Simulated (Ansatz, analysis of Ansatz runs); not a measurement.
**[AlO4]0 centre in alpha-quartz: hyperfine coupling, r2SCAN**

Subject: [AlO4]0 centre in alpha-quartz. Wanted: its hyperfine coupling, in one set-up (r2SCAN, 108-site cell, r2SCAN lattice, 500 eV, k: the single point 1/4 1/4 1/4, started with the impurity moved along one bond). The model is a cell of 108 host atoms with 1 Si taken out and 1 Al put in. The isotropic coupling follows from the spin density at the nucleus, the nuclear g-factor and the total spin. A meta-GGA costs about twice a GGA and mends lattice constants and part of the gap.

Measured beforehand: 17O that bears the hole, isotropic, printed as -26.0 G: -72.86 MHz, by EPR (quoted in “Hybrid functional calculations of the Al impurity in α-quartz: Hole localization and electron paramagnetic resonance parameters”, 2011, Roland Gillen and John Robertson, quoting earlier work (1981)). 27Al, isotropic, printed as -5.8 G: -16.25 MHz, by EPR (quoted in “Hybrid functional calculations of the Al impurity in α-quartz: Hole localization and electron paramagnetic resonance parameters”, 2011, Roland Gillen and John Robertson, quoting earlier work (1981)). The calculation is set beside it at the end.

Main program and level: Ansatz 0.2.0; plane-wave PAW DFT, r2SCAN; relaxation of all atoms of a defect supercell.

## (1) Set-up

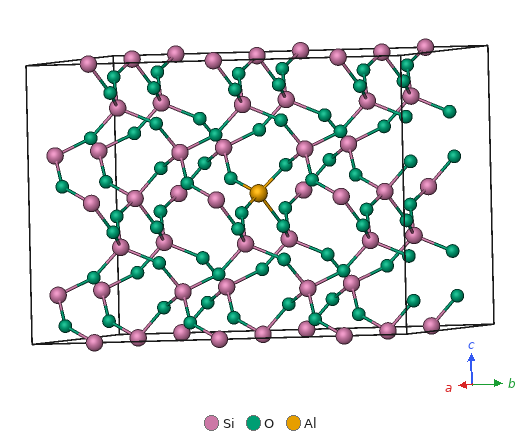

The starting structure, seen slightly off an axis (silicon pink, oxygen teal, aluminium orange). Some periodic images of atoms are drawn too.

The cell holds 108 atoms: 35 Si, 72 O and 1 Al. Cell: a = 9.844 Å, b = 14.766 Å, c = 10.830 Å, α = 90.0°, β = 90.0°, γ = 120.0°. It derives from SiO2 (space group P3_221). Nearest the centre at fractional (0.500, 0.490, 0.667): Al83 at 0.10 Å, O32 at 1.61 Å, O88 at 1.61 Å, O89 at 1.62 Å, O33 at 1.74 Å, Si100 at 3.06 Å, Si28 at 3.06 Å, Si30 at 3.06 Å.

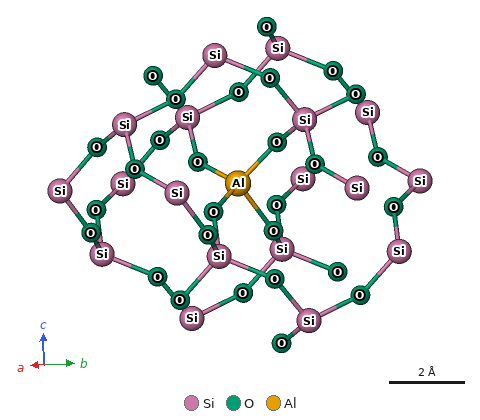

The atoms within 5 Å of the centre.

The host's primitive cell comes from a first run (plane-wave PAW DFT, r2SCAN; relaxation of the host's cell and atoms): vectors of 4.922, 4.922 and 5.415 Å. That is 12.62 Å³ an atom, 0.4 % over the diffraction cell's volume. The supercell is built on it.

## (2) Relaxation, charge 0

Every later number rests on the structure around the defect, so the atoms are relaxed at the host's lattice first.

File relax/input.yaml:

```yaml
relax:
  f_tol: 0.02
  max_steps: 80
  random_displacement: { amplitude: 0.01, seed: 991 }
crystal:
  lattice:
    - [9.84405413, 0.0, 0.0]
    - [-7.3830406, 12.78780143, 0.0]
    - [0.0, 0.0, 10.83028527]
  atoms:
    - { symbol: Si, position: [0.234489876, 0.0, 0.333333333] }
    - { symbol: Si, position: [0.0, 0.156326584, 0.166666667] }
[... 6 atom lines left out ...]
    - { symbol: O, position: [0.293357627, 0.285232137, 0.441025949] }
[... 2 atom lines left out ...]
    - { symbol: Si, position: [0.265510124, 0.177006749, 0.5] }
[... 2 atom lines left out ...]
    - { symbol: O, position: [0.427848206, 0.195571751, 0.558974051] }
    - { symbol: O, position: [0.134490579, 0.137761582, 0.607692616] }
    - { symbol: O, position: [0.072151794, 0.243672947, 0.774359283] }
    - { symbol: O, position: [0.293357627, 0.285232137, 0.941025949] }
    - { symbol: Si, position: [0.234489876, 0.333333333, 0.333333333] }
[... 1 atom line left out ...]
    - { symbol: Si, position: [0.265510124, 0.510340082, 0.0] }
    - { symbol: O, position: [0.206642373, 0.422993719, 0.392307384] }
[... 1 atom line left out ...]
    - { symbol: O, position: [0.427848206, 0.528905085, 0.058974051] }
[... 2 atom lines left out ...]
    - { symbol: O, position: [0.293357627, 0.618565471, 0.441025949] }
    - { symbol: Si, position: [0.234489876, 0.333333333, 0.833333333] }
    - { symbol: Si, position: [0.0, 0.489659918, 0.666666667] }
    - { symbol: Si, position: [0.265510124, 0.510340082, 0.5] }
    - { symbol: O, position: [0.206642373, 0.422993719, 0.892307384] }
    - { symbol: O, position: [0.365509421, 0.381434529, 0.725640717] }
    - { symbol: O, position: [0.422429906, 0.531798467, 0.551005655] }
    - { symbol: O, position: [0.134490579, 0.471094915, 0.607692616] }
[... 1 atom line left out ...]
    - { symbol: O, position: [0.293357627, 0.618565471, 0.941025949] }
[... 9 atom lines left out ...]
    - { symbol: Si, position: [0.234489876, 0.666666667, 0.833333333] }
    - { symbol: Si, position: [0.0, 0.822993251, 0.666666667] }
[... 2 atom lines left out ...]
    - { symbol: O, position: [0.365509421, 0.714767863, 0.725640717] }
[... 14 atom lines left out ...]
    - { symbol: Si, position: [0.5, 0.156326584, 0.666666667] }
[... 5 atom lines left out ...]
    - { symbol: O, position: [0.572151794, 0.243672947, 0.774359283] }
[... 3 atom lines left out ...]
    - { symbol: Si, position: [0.765510124, 0.510340082, 0.0] }
    - { symbol: O, position: [0.706642373, 0.422993719, 0.392307384] }
[... 3 atom lines left out ...]
    - { symbol: O, position: [0.572151794, 0.577006281, 0.274359283] }
    - { symbol: O, position: [0.793357627, 0.618565471, 0.441025949] }
    - { symbol: Si, position: [0.734489876, 0.333333333, 0.833333333] }
    - { symbol: Al, position: [0.504522284, 0.487251372, 0.673305458] }
    - { symbol: Si, position: [0.765510124, 0.510340082, 0.5] }
    - { symbol: O, position: [0.706642373, 0.422993719, 0.892307384] }
    - { symbol: O, position: [0.865509421, 0.381434529, 0.725640717] }
    - { symbol: O, position: [0.927848206, 0.528905085, 0.558974051] }
    - { symbol: O, position: [0.634490579, 0.471094915, 0.607692616] }
    - { symbol: O, position: [0.572151794, 0.577006281, 0.774359283] }
    - { symbol: O, position: [0.793357627, 0.618565471, 0.941025949] }
    - { symbol: Si, position: [0.734489876, 0.666666667, 0.333333333] }
[... 2 atom lines left out ...]
    - { symbol: O, position: [0.706642373, 0.756327053, 0.392307384] }
[... 5 atom lines left out ...]
    - { symbol: Si, position: [0.734489876, 0.666666667, 0.833333333] }
    - { symbol: Si, position: [0.5, 0.822993251, 0.666666667] }
    - { symbol: Si, position: [0.765510124, 0.843673416, 0.5] }
    - { symbol: O, position: [0.706642373, 0.756327053, 0.892307384] }
    - { symbol: O, position: [0.865509421, 0.714767863, 0.725640717] }
[... 1 atom line left out ...]
    - { symbol: O, position: [0.634490579, 0.804428249, 0.607692616] }
[... 1 atom line left out ...]
    - { symbol: O, position: [0.793357627, 0.951898804, 0.941025949] }
basis:
  ecutwfc: 500
  xc_grid: 2
hamiltonian:
  xc: r2scan
kpoints:
  mp_grid: { grid: [1, 1, 1], shift: [0.25, 0.25, 0.25] }
magnetization:
  spin_polarized: true
  initial_magnetization: 1
  spin_locking: { lock_magnetization: hard }
scf:
  occupations: { method: fermi_dirac, width: 0.01 }
  max_iter: 120
output:
  forces: true
checkpoint:
  write: "../relax.run"
  compress: false
  write_wavefunctions: true
  write_every: 100000
```

Run with:

```
$ ansatz run input.yaml --threads 2 --pin off --max-ram 4710MiB --backend cpu --events-out ev --progress --plain --runs-dir out
```

Numbers of over 12 decimals in the logs are rounded to 6 here.

What it wrote:

```text
[... repeated set-up lines and file paths are left out, and long positions are rounded to six places ...]
Warning: This run holds its total moment fixed (magnetization.spin_locking.lock_magnetization: hard) and mixes its density by anderson or broyden (scf.mixing.algorithm, typed or taken by auto). [...]
Engine: ansatz 0.2.0, x86_64-unknown-linux-gnu
Pseudopotentials: kind: paw
Pseudopotential: Si, paw, valence charge 4, recommended cutoff 500 eV (meta_gga), Si.paw.azcp
Pseudopotential: O, paw, valence charge 6, recommended cutoff 500 eV (meta_gga), O.paw.azcp
Pseudopotential: Al, paw, valence charge 3, recommended cutoff 500 eV (meta_gga), Al.paw.azcp
Functional definition: r2SCAN
  parameter k0 = 0.174
  parameter k1 = 0.065
  parameter a1 = 4.9479
  exchange = r2scan_x(k0 = k0, k1 = k1, a1 = a1)
  correlation = r2scan_c
Crystal: 108 atoms, lattice volume = 1363.358 Å³
Basis set: ecut = 500 eV, 34583 PW (Γ), exchange–correlation on 144×216×160 points (8 copies of the dense FFT grid, shifted against one another)
Bands: 396, of which v1, the nominal top of the filled ones, is band 288 counted from 1 (287 counted from 0)
Symmetry: 1 space group operations
k-points: 1
Non-local potential: Si, projectors of the file, l = 0: 2, l = 1: 2, l = 2: 2
Non-local potential: O, projectors of the file, l = 0: 2, l = 1: 2, l = 2: 1
Non-local potential: Al, projectors of the file, l = 0: 2, l = 1: 2, l = 2: 1
PAW form: soft (Blöchl's): semilocal exchange-correlation on the pseudo side does not see the compensation charge
PAW frozen core: Si, regenerated for the run's functional (the file was generated under x = pbe(κ = 0.804, μ = 0.219515), c = pbe(β = 0.066725))
PAW frozen core: O, regenerated for the run's functional (the file was generated under x = pbe(κ = 0.804, μ = 0.219515), c = pbe(β = 0.066725))
PAW frozen core: Al, regenerated for the run's functional (the file was generated under x = pbe(κ = 0.804, μ = 0.219515), c = pbe(β = 0.066725))
PAW one-centre angular grid: Si, 302 points (default); XC on 160 Gauss nodes
PAW one-centre angular grid: O, 302 points (default); XC on 160 Gauss nodes
PAW one-centre angular grid: Al, 302 points (default); XC on 160 Gauss nodes
Initial density: superposition of atomic densities (chi_scale 0.1, normalization cell, long waves kept (reshape's long-wave potential 0.03 eV rms))
Starting moments: Σ|m| = 1 μB on 108 of 108 sites
Initial wavefunctions: pseudopotential atomic-orbital guess
Functional: x = r2scan, c = r2scan; τ floored in thin density (d = 2e-4 eV/Å³)
SCF iter   1: F=—  HF=-64026.331277 eV  |F-HF|=—  |Δ(HF+E_count)|=         —  Δρ=6.47e-2 (↑6.47e-2 ↓6.39e-2)  dr2=2.10e2  dr2_τ=7.02e0  dr2_m=1.25e-2  M=1.000 μB ∫|m|=1.005 μB  β_m=1.20  ethr=3.10e-3  ⟨swp⟩=6.0  Hψ=3204  notcnv=0  defer=186
preconditioner: auto → Kerker (q_TF=auto, 2.363 Å⁻¹)  [metal: Δε(μ)=0.013 eV  Ē_g=19.191 eV  σ=0.010 eV  W_gap=0.30  n_scr=302 (ndim 8)  ℏωp=24.1 eV  f_vac=0.003  D(μ)=59.86/eV (n_scr^D=530)]
spin=Collinear: Kerker preconditioning applied to the charge; magnetization (m = ρ↑ − ρ↓) channel mixes plain (no charge-response kernel on spin).
SCF iter   2: F=—  HF=-63988.472772 eV  |F-HF|=—  |Δ(HF+E_count)|=    3.79e1  Δρ=3.74e-2 (↑3.70e-2 ↓3.74e-2)  dr2=7.35e1  dr2_τ=6.92e-1  dr2_m=1.27e-1  M=1.000 μB ∫|m|=1.175 μB  β_m=1.20  ethr=3.10e-3  ⟨swp⟩=2.0  Hψ=1500  notcnv=0  defer=204  κ⁻¹=1.0e0(r=1)
SCF iter   3: F=—  HF=-63978.918674 eV  |F-HF|=—  |Δ(HF+E_count)|=    9.55e0  Δρ=1.77e-2 (↑1.76e-2 ↓1.77e-2)  dr2=9.57e0  dr2_τ=1.74e-1  dr2_m=9.83e-2  M=1.000 μB ∫|m|=1.222 μB  β_m=1.20  ethr=3.10e-3  ⟨swp⟩=3.0  Hψ=1187  notcnv=0  defer=204  κ⁻¹=8.7e-2(r=2)
SCF iter   4: F=—  HF=-63980.108372 eV  |F-HF|=—  |Δ(HF+E_count)|=    1.19e0  Δρ=1.45e-2 (↑1.17e-2 ↓1.45e-2)  dr2=5.05e0  dr2_τ=1.19e-1  dr2_m=2.39e-1  M=1.000 μB ∫|m|=1.211 μB  β_m=1.20  ethr=1.66e-3  ⟨swp⟩=2.0  Hψ=924  notcnv=0  defer=204  κ⁻¹=2.7e-2(r=3)
SCF iter   5: F=—  HF=-63980.165614 eV  |F-HF|=—  |Δ(HF+E_count)|=   5.72e-2  Δρ=1.01e-2 (↑8.98e-3 ↓1.01e-2)  dr2=2.67e0  dr2_τ=5.81e-2  dr2_m=7.42e-2  M=1.000 μB ∫|m|=1.165 μB  β_m=1.20  ethr=8.79e-4  ⟨swp⟩=2.0  Hψ=1038  notcnv=0  defer=204  κ⁻¹=1.4e-2(r=4)
SCF iter   6: F=—  HF=-63980.437468 eV  |F-HF|=—  |Δ(HF+E_count)|=   2.72e-1  Δρ=1.20e-2 (↑4.97e-3 ↓1.20e-2)  dr2=2.26e0  dr2_τ=8.05e-2  dr2_m=5.00e-1  M=1.000 μB ∫|m|=1.226 μB  β_m=1.20  ethr=4.65e-4  ⟨swp⟩=2.0  Hψ=1399  notcnv=0  defer=204  κ⁻¹=1.4e-2(r=5)
SCF iter   7: F=—  HF=-63980.656884 eV  |F-HF|=—  |Δ(HF+E_count)|=   2.19e-1  Δρ=8.91e-3 (↑2.33e-3 ↓8.91e-3)  dr2=1.64e0  dr2_τ=3.40e-2  dr2_m=2.21e-1  M=1.000 μB ∫|m|=1.209 μB  β_m=1.20  ethr=3.93e-4  ⟨swp⟩=2.0  Hψ=1038  notcnv=0  defer=204  κ⁻¹=1.7e-3(r=6)
SCF iter   8: F=—  HF=-63980.577849 eV  |F-HF|=—  |Δ(HF+E_count)|=   7.90e-2  Δρ=3.50e-3 (↑1.56e-3 ↓3.50e-3)  dr2=2.00e-1  dr2_τ=5.41e-3  dr2_m=4.42e-2  M=1.000 μB ∫|m|=1.165 μB  β_m=1.20  ethr=2.85e-4  ⟨swp⟩=2.5  Hψ=1201  notcnv=0  defer=204  κ⁻¹=1.0e-3(r=7)
SCF iter   9: F=—  HF=-63980.602264 eV  |F-HF|=—  |Δ(HF+E_count)|=   2.44e-2  Δρ=2.59e-3 (↑1.02e-3 ↓2.59e-3)  dr2=1.26e-1  dr2_τ=2.49e-3  dr2_m=1.86e-2  M=1.000 μB ∫|m|=1.158 μB  β_m=1.20  ethr=3.48e-5  ⟨swp⟩=2.0  Hψ=1201  notcnv=0  defer=204  κ⁻¹=1.8e-4(r=8)
[...]
relax step   3: F+E_penalty+E_count = -63981.99762101 eV  Δ(F+E_penalty+E_count) = -5.425e-1 eV  max|allowed force component| = 1.243e-1 eV/Å  Δτ_max = 0.1215 Å  (13 SCF iters, dr2 threshold 1.00e-4 eV, accepted)
relax step   4: F+E_penalty+E_count = -63982.00004988 eV  Δ(F+E_penalty+E_count) = -2.429e-3 eV  max|allowed force component| = 1.126e-1 eV/Å  Δτ_max = 0.0438 Å  (15 SCF iters, dr2 threshold 9.65e-7 eV, accepted)
relax step   5: F+E_penalty+E_count = -63982.00596270 eV  Δ(F+E_penalty+E_count) = -5.913e-3 eV  max|allowed force component| = 3.760e-2 eV/Å  Δτ_max = 0.0235 Å  (14 SCF iters, dr2 threshold 7.92e-7 eV, accepted)
relax step   6: F+E_penalty+E_count = -63982.00675226 eV  Δ(F+E_penalty+E_count) = -7.896e-4 eV  max|allowed force component| = 2.421e-2 eV/Å  Δτ_max = 0.0234 Å  (15 SCF iters, accepted)
[...]
relax step   7: F+E_penalty+E_count = -63982.00685218 eV  Δ(F+E_penalty+E_count) = -9.992e-5 eV  max|allowed force component| = 1.806e-2 eV/Å  Δτ_max = 0.0066 Å  (13 SCF iters, accepted)
NSCF: frozen V_eff on 1 k-points
the band table was solved once a step of the walk had ended and its energy, with any forces and stress, was formed, with the checks that follow a solve (3632 applications of the Hamiltonian). They found nothing against the state; [...]
iter 1 solved again at ethr=1.00e-12 eV; its pass at ethr=3.10e-3 eV (dr2=5.12e-9 eV) is discarded
SCF iter   1: F=—  HF=-63982.006852 eV  |F-HF|=—  |Δ(HF+E_count)|=         —  Δρ=4.33e-7 (↑4.17e-7 ↓4.33e-7)  dr2=5.12e-9  dr2_τ=1.24e-10  dr2_m=7.58e-11  M=1.000 μB ∫|m|=1.159 μB  β_m=1.20  ethr=1.00e-12  ⟨swp⟩=2.0  Hψ=2769  notcnv=0
SCF iter   2: F=-63982.006852 eV  HF=-63982.006852 eV  |F-HF|=3.21e-9  |Δ(HF+E_count)|=   2.23e-9  Δρ=3.05e-7 (↑3.05e-7 ↓3.03e-7)  dr2=2.93e-9  dr2_τ=6.30e-11  dr2_m=1.28e-11  M=1.000 μB ∫|m|=1.159 μB  ethr=1.00e-12  ⟨swp⟩=2.0  Hψ=1239  notcnv=0
SCF 8 converged in 2 iterations: F = -63982.006852 eV  dr2 = 2.93e-9
NSCF: frozen V_eff on 1 k-points
the band table was solved once a step of the walk had ended and its energy, with any forces and stress, was formed, with the checks that follow a solve (2454 applications of the Hamiltonian). They found nothing against the state; [...]
SCF converged after 2 iterations
Stability not checked: this state was not tested for a lower state beside it, because the mixer in use, unlike msr1, does not test its closes by its own steps (another_mixer; see scf.mixing.algorithm and scf.lower_state_search)
Magnetization: 1.0000 μB (288.0000 up, 287.0000 down)
Absolute magnetization: 1.1598 μB (∫|ρ↑−ρ↓|, with the PAW one-centre terms)
Spin contamination: 0.0032 ħ² per cell (⟨S²⟩ above its minimum at these occupations)
Per-site moments (μB) at R_I (Å): [(-1.3676920176311659e-5, 0.664664), (-2.264428682351625e-5, 0.664339), (-0.000138811, 0.664261), [... 105 left out ...]
Free energy (F): -63982.006852 eV
Harris-Foulkes:  -63982.006852 eV  (|F-HF|=3.21e-9)
Internal energy: -63982.006824 eV  (E = F + TS)
E sigma→0 (E₀):  -63982.006838 eV
Entropy (-TS):   -0.000028 eV (-0.000 meV/atom)
Fermi energy:    2.225394 (↑ 5.638502, ↓ 2.225394) eV
--- Per-component energies (eV) ---
  E_band       = -2897.196938
  E_kinetic    = 14559.468667
  E_local      = -35364.757643  (includes V_loc(G=0)·N_el)
  E_nonlocal   = 4235.388825
  E_hartree    = 12725.167470
  E_xc         = -7188.871007
  E_vxc        = -9515.156749  (∫ρ·V_xc dr)
  E_paw        = -30258.780826  (= ΣΔE_a)
  E_vpaw       = -2860.559767  (= ΣTr[D̂ρ^β])
  E_aug_tail   = 0.076813  (compensation charges beyond the density's cutoff)
  E_vtau       = 598.008178  (kinetic-family band-sum trace: ∫τ·v_τ [+ j·A + Jᵃ·Aᵃ] dr)
  E_ewald      = -22684.664115
  E_core_change = -5.035008  (= ΣΔE_core)
  E_smearing   = -0.000028  (= −TS)
  E_closure    = -0.000000  (closes the sum)
  Σ components = -63982.006852   (vs F -63982.006852, Δ=0.00e0)
--- Forces (eV/Å), atoms counted from 1 ---
  atom   1  Si    -0.00014067     0.00013728     0.00026334
  atom   2  Si    -0.00092589    -0.00048960    -0.00004597
  [... 25 atoms left out ...]
  atom  28  Si    -0.00207694     0.00156686     0.00386201
  [... 1 atom left out ...]
  atom  30  Si     0.00330737     0.00433785     0.00189502
  atom  31  O      0.00010227    -0.00022996    -0.00140989
  atom  32  O      0.00275107    -0.00249346     0.00108252
  atom  33  O     -0.00302235    -0.00227039    -0.00018008
  [... 49 atoms left out ...]
  atom  83  Al    -0.01229879    -0.00547872     0.00895839
  atom  84  Si     0.01804516    -0.00050941    -0.00947835
  [... 3 atoms left out ...]
  atom  88  O     -0.00166342     0.00238643     0.00134310
  atom  89  O     -0.00147242    -0.00058670     0.00005165
  [... 10 atoms left out ...]
  atom 100  Si     0.00081046     0.00618319     0.00214605
  [... 8 atoms left out ...]
  max |Σ_I F_I| component: 3.46e-3 eV/Å
--- Band table (eV) ---
  k-point 0 ↑: bands = ["-18.2358", "-18.1872", "-18.0268", "-18.0175", [... 388 left out ...] "14.9678", "14.9812", "15.0066", "15.0272"]
  k-point 0 ↓: bands = ["-18.2307", "-18.1770", "-18.0187", "-18.0125", [... 388 left out ...] "14.9741", "14.9872", "15.0108", "15.0323"]
--- Relaxed structure (7 steps of the walk, 7 accepted, 0 SCFs on fresh bases) ---
  F+E_penalty+E_count = -63982.00685218 eV   max|allowed force component| = 1.806e-2 eV/Å
  atoms:
    - { symbol: Si, position: [0.235570, 0.001251, 0.335322] }
    - { symbol: Si, position: [-0.002761, 0.155185, 0.166660] }
    [... 25 atoms left out ...]
    - { symbol: Si, position: [0.226169, 0.328863, 0.835597] }
    [... 1 atom left out ...]
    - { symbol: Si, position: [0.266583, 0.511670, 0.497462] }
    - { symbol: O, position: [0.202693, 0.421117, 0.893294] }
    - { symbol: O, position: [0.352207, 0.369162, 0.726407] }
    - { symbol: O, position: [0.432272, 0.530832, 0.548786] }
    [... 49 atoms left out ...]
    - { symbol: Al, position: [0.501152, 0.484213, 0.666479] }
    - { symbol: Si, position: [0.775028, 0.511727, 0.497059] }
    [... 3 atoms left out ...]
    - { symbol: O, position: [0.649192, 0.467525, 0.606426] }
    - { symbol: O, position: [0.571875, 0.577980, 0.782651] }
    [... 10 atoms left out ...]
    - { symbol: Si, position: [0.736432, 0.668876, 0.836043] }
    [... 8 atoms left out ...]
```

Elapsed: 12 min, on 2 threads of AMD EPYC 9R45, shared host; peak memory 4.4 GiB.

(Part 1 of 2 ends here.)

[Logs are printed without paths, hosts, clocks, repeated set-up lines and the standing remarks that a program may print on its own settings, such as how far it seeks lower states.]

[Hosts, paths, dates, database ids (printed as entryN), source tags and the programs' standing remarks are cut or masked in the printed files.]

[For some hosts the program warned that the k-mesh of the response run may be too coarse for force constants and the static dielectric constant; such warnings are not shown here.]
